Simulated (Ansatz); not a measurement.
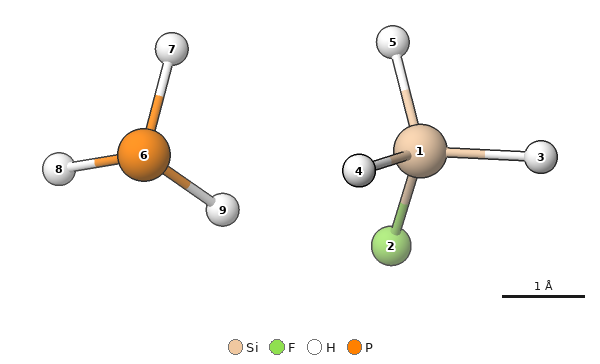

**Figure 1.** The starting structure (ball-and-stick view, seen at a tilt; atoms are numbered from 1 in the order of the input).

# Geometry relaxation, with input and output: SiPH6F (part 1 of 2)

- system: SiPH6F
- method: RKS revPBE/def2-SVP (Ansatz 0.2.0)

It belongs to a series of runs on one base structure; here: end point A relaxed. Figures and captions count atoms from 1; the log counts them from 0 in places.

Output
```
The last accepted step is kept in [file] (removed where the run ends without a failure and the disk answers)
Engine: ansatz 0.2.0, aarch64-unknown-linux-gnu
Functional definition: revPBE
  parameter kappa = 1.245
  parameter beta = 0.06672455060314922
  exchange = pbe_x(kappa = kappa, mu = beta*pi^2/3)
  correlation = pbe_c(beta = beta)
899 factors; their error is unknown
mean field evaluation 1: about -19967.8099 eV, gradient 3.0e1 eV
mean field evaluation 2: about -19964.8977 eV, gradient 5.5e1 eV
mean field evaluation 4: about -19969.5448 eV, gradient 1.1e0 eV
mean field evaluation 8: about -19969.5033 eV, gradient 2.6e-2 eV
mean field -19969.50327116 eV, -733.8657093996 hartree, gradient 8.3e-6 eV, S^2 0.000000; 0 other end points of the search recorded, 0 dependent functions left out
the calculation of the forces begins
reference -19969.50331173 eV, -733.8657108905 hartree; 22, 22 occupied and 58, 58 virtual orbitals, 899 factors
relax step   1: F+E_penalty+E_count = -19969.50327116 eV  Δ(F+E_penalty+E_count) = +0.000e0 eV  max|allowed force component| = 1.124e0 eV/Å  Δτ_max = 0.0000 Å  (25 SCF iters, accepted)
these checks for a lower state are left out or cut short: starts, cluster_reference, orbital_swaps, neighbouring_geometries, increment
899 factors; their error is unknown
mean field evaluation 16: about -19969.6566 eV, gradient 3.7e0 eV
mean field -19969.64987639 eV, -733.8710970425 hartree, gradient 1.2e-5 eV, S^2 0.000000; 0 other end points of the search recorded, 0 dependent functions left out
[... from here on the field's lines of each further geometry are left out, up to the last ...]
relax step   2: F+E_penalty+E_count = -19969.64987639 eV  Δ(F+E_penalty+E_count) = -1.466e-1 eV  max|allowed force component| = 4.939e-1 eV/Å  Δτ_max = 0.1939 Å  (26 SCF iters, accepted)
relax step   3: F+E_penalty+E_count = -19969.69436176 eV  Δ(F+E_penalty+E_count) = -4.449e-2 eV  max|allowed force component| = 3.304e-1 eV/Å  Δτ_max = 0.2000 Å  (27 SCF iters, accepted)
relax step   4: F+E_penalty+E_count = -19969.71432995 eV  Δ(F+E_penalty+E_count) = -1.997e-2 eV  max|allowed force component| = 1.868e-1 eV/Å  Δτ_max = 0.1673 Å  (27 SCF iters, accepted)
relax step   5: F+E_penalty+E_count = -19969.72142558 eV  Δ(F+E_penalty+E_count) = -7.096e-3 eV  max|allowed force component| = 6.732e-2 eV/Å  Δτ_max = 0.0926 Å  (27 SCF iters, accepted)
relax step   6: F+E_penalty+E_count = -19969.72640712 eV  Δ(F+E_penalty+E_count) = -4.982e-3 eV  max|allowed force component| = 9.037e-2 eV/Å  Δτ_max = 0.1270 Å  (27 SCF iters, accepted)
relax step   7: F+E_penalty+E_count = -19969.72957256 eV  Δ(F+E_penalty+E_count) = -3.165e-3 eV  max|allowed force component| = 1.893e-1 eV/Å  Δτ_max = 0.1356 Å  (27 SCF iters, accepted)
relax step   8: F+E_penalty+E_count = -19969.73287958 eV  Δ(F+E_penalty+E_count) = -3.307e-3 eV  max|allowed force component| = 1.574e-1 eV/Å  Δτ_max = 0.0646 Å  (26 SCF iters, accepted)
relax step   9: F+E_penalty+E_count = -19969.73744625 eV  Δ(F+E_penalty+E_count) = -4.567e-3 eV  max|allowed force component| = 1.228e-1 eV/Å  Δτ_max = 0.1014 Å  (27 SCF iters, accepted)
relax step  10: F+E_penalty+E_count = -19969.73954284 eV  Δ(F+E_penalty+E_count) = -2.097e-3 eV  max|allowed force component| = 2.015e-1 eV/Å  Δτ_max = 0.1136 Å  (26 SCF iters, accepted)
relax step  11: F+E_penalty+E_count = -19969.74273415 eV  Δ(F+E_penalty+E_count) = -3.191e-3 eV  max|allowed force component| = 1.634e-1 eV/Å  Δτ_max = 0.0372 Å  (27 SCF iters, accepted)
relax step  12: F+E_penalty+E_count = -19969.74569860 eV  Δ(F+E_penalty+E_count) = -2.964e-3 eV  max|allowed force component| = 8.919e-3 eV/Å  Δτ_max = 0.0655 Å  (26 SCF iters, accepted)
relax step  13: F+E_penalty+E_count = -19969.74715464 eV  Δ(F+E_penalty+E_count) = -1.456e-3 eV  max|allowed force component| = 1.503e-1 eV/Å  Δτ_max = 0.1407 Å  (26 SCF iters, accepted)
relax step  14: F+E_penalty+E_count = -19969.74843312 eV  Δ(F+E_penalty+E_count) = -1.278e-3 eV  max|allowed force component| = 7.271e-2 eV/Å  Δτ_max = 0.0182 Å  (28 SCF iters, accepted)
relax step  15: F+E_penalty+E_count = -19969.74926228 eV  Δ(F+E_penalty+E_count) = -8.292e-4 eV  max|allowed force component| = 5.745e-3 eV/Å  Δτ_max = 0.0314 Å  (27 SCF iters, accepted)
relax step  16: F+E_penalty+E_count = -19969.75024835 eV  Δ(F+E_penalty+E_count) = -9.861e-4 eV  max|allowed force component| = 1.346e-1 eV/Å  Δτ_max = 0.1177 Å  (27 SCF iters, accepted)
relax step  17: F+E_penalty+E_count = -19969.75090682 eV  Δ(F+E_penalty+E_count) = -6.585e-4 eV  max|allowed force component| = 8.647e-2 eV/Å  Δτ_max = 0.0220 Å  (28 SCF iters, accepted)
relax step  18: F+E_penalty+E_count = -19969.75156842 eV  Δ(F+E_penalty+E_count) = -6.616e-4 eV  max|allowed force component| = 4.285e-2 eV/Å  Δτ_max = 0.0580 Å  (27 SCF iters, accepted)
relax step  19: F+E_penalty+E_count = -19969.75179880 eV  Δ(F+E_penalty+E_count) = -2.304e-4 eV  max|allowed force component| = 9.495e-2 eV/Å  Δτ_max = 0.1229 Å  (26 SCF iters, accepted)
relax step  20: F+E_penalty+E_count = -19969.75222318 eV  Δ(F+E_penalty+E_count) = -4.244e-4 eV  max|allowed force component| = 3.153e-2 eV/Å  Δτ_max = 0.0154 Å  (28 SCF iters, accepted)
relax step  21: F+E_penalty+E_count = -19969.75232588 eV  Δ(F+E_penalty+E_count) = -1.027e-4 eV  max|allowed force component| = 1.587e-3 eV/Å  Δτ_max = 0.0112 Å  (27 SCF iters, accepted)
the calculation of the forces begins
reference -19969.75251049 eV, -733.8748687762 hartree; 22, 22 occupied and 58, 58 virtual orbitals, 899 factors
relax step  22: F+E_penalty+E_count = -19969.75246334 eV  Δ(F+E_penalty+E_count) = -1.375e-4 eV  max|allowed force component| = 6.651e-3 eV/Å  Δτ_max = 0.0423 Å  (27 SCF iters, accepted)
```

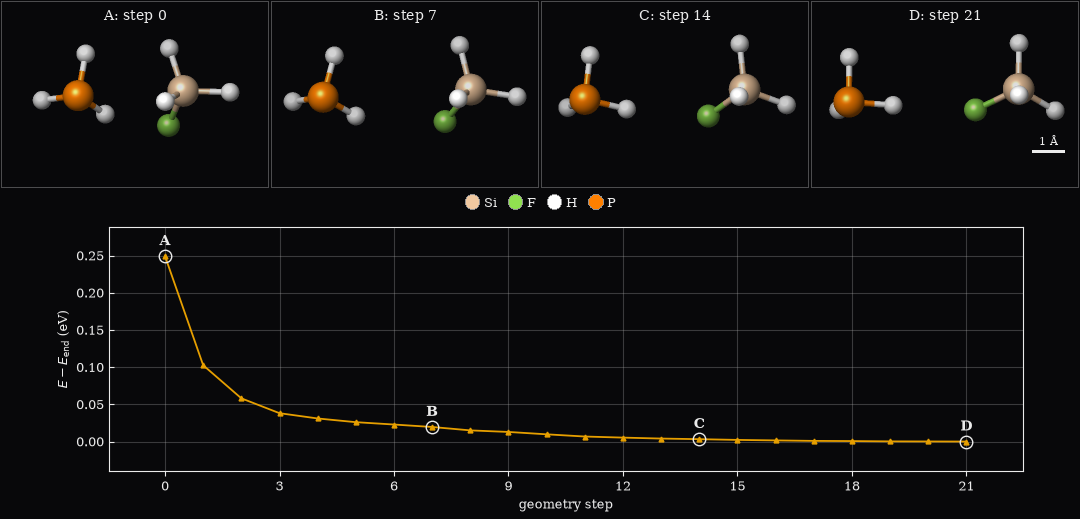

**Figure 2.** Frames of the relaxation (ball-and-stick view, seen at a tilt) above the curves, on which the letters mark them (the first geometry is step 0 here and step 1 in the log).

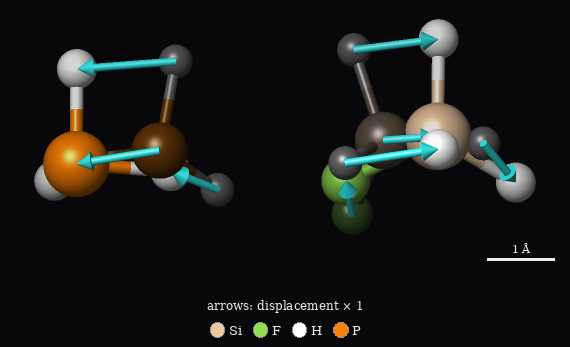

**Figure 3.** Start (faint) and end (solid) with the displacements as teal arrows, at true length (ball-and-stick view, seen at a tilt). The two geometries are laid on each other by the best rigid fit. Over 21 geometry steps the energy falls by 0.249 eV. Largest force component: 1.1 eV/Å at the start, 0.0067 eV/Å at the end. H7 moves most after the best rigid fit: 1.49 Å. Largest moves by element: H 1.49 Å, P 1.29 Å, Si 0.82 Å, F 0.77 Å. Among the contacts that change: Si1–F2 1.623 → 1.649 Å, P6–H9 1.430 → 1.441 Å. (Atoms are counted from 1 in the order of the input.)

```
899 factors; their error is unknown
mean field -19969.75246334 eV, -733.8748670435 hartree, gradient 1.2e-5 eV, S^2 0.000000; 1 other end points of the search recorded, 0 dependent functions left out
the calculation of the forces begins
reference -19969.75251049 eV, -733.8748687762 hartree; 22, 22 occupied and 58, 58 virtual orbitals, 899 factors
Total energy: -19969.75251049 eV, -733.8748687762 hartree
Atom 0 at     1.016898     0.084802    -0.536476 Å, force    -0.002077    -0.001585     0.001100 eV/Å
Atom 1 at     0.139899    -0.017901     0.856603 Å, force     0.003011     0.000303    -0.006651 eV/Å
Atom 2 at     2.473518     0.142542    -0.177300 Å, force    -0.002958    -0.000914     0.000159 eV/Å
Atom 3 at     0.610340     1.330274    -1.270034 Å, force     0.000010     0.002256     0.002071 eV/Å
Atom 4 at     0.733445    -1.130290    -1.372318 Å, force     0.001967    -0.000160     0.002989 eV/Å
Atom 5 at    -3.822714     0.072718     1.971636 Å, force     0.003631     0.000043    -0.000772 eV/Å
Atom 6 at    -4.145342    -1.016188     1.082253 Å, force    -0.001432    -0.000998     0.001495 eV/Å
Atom 7 at    -3.614976    -0.820716     3.084538 Å, force     0.000974     0.000770    -0.002832 eV/Å
Atom 8 at    -2.429667     0.042658     1.605197 Å, force    -0.003127     0.000286     0.002440 eV/Å
Dipole moment:     0.302468    -0.124003    -0.263552 e Å
```

Trajectory as extended XYZ (Å, eV, eV/Å), 22 frames, from step=1 to step=22
```
9
Properties=species:S:1:pos:R:3:forces:R:3 step=1 energy=-19969.50327
Si    0.3205    0.0072   -0.1065    0.2799   0.0769  -1.1242
F     0.5539   -0.0871    1.4964    0.3553  -0.0644   0.9151
H     1.6695    0.1861   -0.7472   -0.0164  -0.0048   0.0042
H    -0.5482    1.1875   -0.4234    0.0245  -0.0011  -0.0159
H    -0.2999   -1.2682   -0.5927   -0.0001  -0.0124  -0.0042
P    -2.8208    0.1920    1.1637   -0.6141   0.0126   0.0961
H    -2.8081   -1.0441    0.4200    0.0135   0.0191   0.0193
H    -3.5484   -0.4168    2.2537    0.0047   0.0351  -0.0269
H    -1.5571   -0.0687    1.7801   -0.0472  -0.0612   0.1366
9
Properties=species:S:1:pos:R:3:forces:R:3 step=2 energy=-19969.64988
Si    0.4500    0.0144   -0.1660   -0.0212   0.0407  -0.4939
F     0.6917   -0.0808    1.4480    0.0979  -0.0296   0.4606
H     1.7885    0.1991   -0.8134    0.0426  -0.0087  -0.0593
H    -0.4440    1.1824   -0.4677    0.0523   0.0165   0.0034
H    -0.2022   -1.2543   -0.6346    0.0561  -0.0188  -0.0115
P    -3.0003    0.1839    1.2367   -0.0930  -0.0368   0.0150
H    -2.9221   -1.0408    0.4749   -0.0818   0.0241   0.0350
H    -3.6848   -0.4537    2.3325   -0.0443  -0.0423  -0.0106
H    -1.7154   -0.0624    1.8338   -0.0085   0.0550   0.0613
9
Properties=species:S:1:pos:R:3:forces:R:3 step=3 energy=-19969.69436
Si    0.5464    0.0326   -0.2320    0.1133  -0.0597   0.1574
F     0.6676   -0.0649    1.4208    0.0550   0.0332  -0.3304
H     1.9192    0.1665   -0.8336   -0.0128   0.0378   0.1044
H    -0.2863    1.2360   -0.5784    0.0132  -0.0737   0.0068
H    -0.0673   -1.2445   -0.7342   -0.0578   0.0617   0.0163
P    -3.1438    0.1645    1.3335   -0.0640  -0.0359   0.0718
H    -3.0720   -1.0472    0.5540    0.0249   0.0083  -0.0119
H    -3.7790   -0.5273    2.4298    0.0232   0.0382  -0.0019
H    -1.8233   -0.0278    1.8842   -0.0950  -0.0100  -0.0124
9
Properties=species:S:1:pos:R:3:forces:R:3 step=4 energy=-19969.71433
Si    0.6384    0.0313   -0.2648   -0.0610  -0.0045   0.1747
F     0.8287   -0.0592    1.3762   -0.0093   0.0078  -0.1868
H     1.9894    0.1889   -0.8996    0.0071  -0.0119   0.0057
H    -0.2298    1.2194   -0.5749    0.0459  -0.0307  -0.0111
H    -0.0255   -1.2356   -0.7320    0.0512   0.0395  -0.0084
P    -3.2663    0.1576    1.3676    0.0848  -0.0687   0.0450
H    -3.1495   -1.0483    0.5801   -0.0324   0.0330   0.0275
H    -3.8797   -0.5463    2.4668   -0.0155  -0.0063  -0.0145
H    -1.9442   -0.0200    1.9246   -0.0706   0.0417  -0.0321
9
Properties=species:S:1:pos:R:3:forces:R:3 step=5 energy=-19969.72143
Si    0.6907    0.0371   -0.2975   -0.0204   0.0034   0.0563
F     0.8310   -0.0555    1.3442   -0.0003   0.0010  -0.0673
H     2.0614    0.1854   -0.8956   -0.0178  -0.0088   0.0224
H    -0.1573    1.2325   -0.6310    0.0252  -0.0255  -0.0162
H     0.0386   -1.2264   -0.7869    0.0256   0.0304  -0.0102
P    -3.3374    0.1467    1.4164    0.0136  -0.0279   0.0347
H    -3.2227   -1.0537    0.6229    0.0075   0.0169   0.0106
H    -3.9360   -0.5722    2.5148    0.0127   0.0128  -0.0047
H    -2.0070   -0.0060    1.9568   -0.0461  -0.0022  -0.0256
9
Properties=species:S:1:pos:R:3:forces:R:3 step=6 energy=-19969.72641
Si    0.7465    0.0448   -0.3382    0.0486   0.0072   0.0268
F     0.7932   -0.0523    1.3091   -0.0013   0.0042  -0.0904
H     2.1523    0.1779   -0.8641   -0.0747  -0.0049   0.0591
H    -0.0677    1.2495   -0.7194    0.0198  -0.0288  -0.0033
H     0.1160   -1.2116   -0.8704    0.0059   0.0225   0.0015
P    -3.4181    0.1346    1.4779   -0.0201  -0.0003   0.0465
H    -3.2997   -1.0578    0.6758    0.0128  -0.0099  -0.0073
H    -3.9853   -0.6002    2.5835    0.0260   0.0213  -0.0157
H    -2.0757    0.0029    1.9897   -0.0170  -0.0114  -0.0173
9
Properties=species:S:1:pos:R:3:forces:R:3 step=7 energy=-19969.72957
Si    0.7935    0.0510   -0.3800    0.1150   0.0230   0.0709
F     0.7178   -0.0517    1.2692    0.0036   0.0111  -0.1893
H     2.2416    0.1724   -0.7998   -0.1733  -0.0140   0.0806
H     0.0215    1.2654   -0.8202    0.0339  -0.0483   0.0194
H     0.1909   -1.1962   -0.9655    0.0135   0.0283   0.0179
P    -3.4874    0.1241    1.5400   -0.0306   0.0041   0.0630
H    -3.3716   -1.0614    0.7289    0.0114  -0.0226  -0.0173
H    -4.0142   -0.6254    2.6566    0.0294   0.0286  -0.0277
H    -2.1306    0.0099    2.0147   -0.0029  -0.0104  -0.0174
9
Properties=species:S:1:pos:R:3:forces:R:3 step=8 energy=-19969.73288
Si    0.8088    0.0537   -0.3988    0.0854   0.0119   0.0868
F     0.6583   -0.0538    1.2443    0.0080   0.0113  -0.1574
H     2.2741    0.1695   -0.7460   -0.1441  -0.0102   0.0496
H     0.0623    1.2718   -0.8691    0.0301  -0.0374   0.0125
H     0.2271   -1.1892   -1.0132    0.0151   0.0246   0.0095
P    -3.5122    0.1205    1.5685    0.0010  -0.0097   0.0488
H    -3.4023   -1.0626    0.7516   -0.0025  -0.0107  -0.0082
H    -4.0107   -0.6344    2.6941    0.0270   0.0207  -0.0248
H    -2.1440    0.0123    2.0128   -0.0199  -0.0004  -0.0167
```
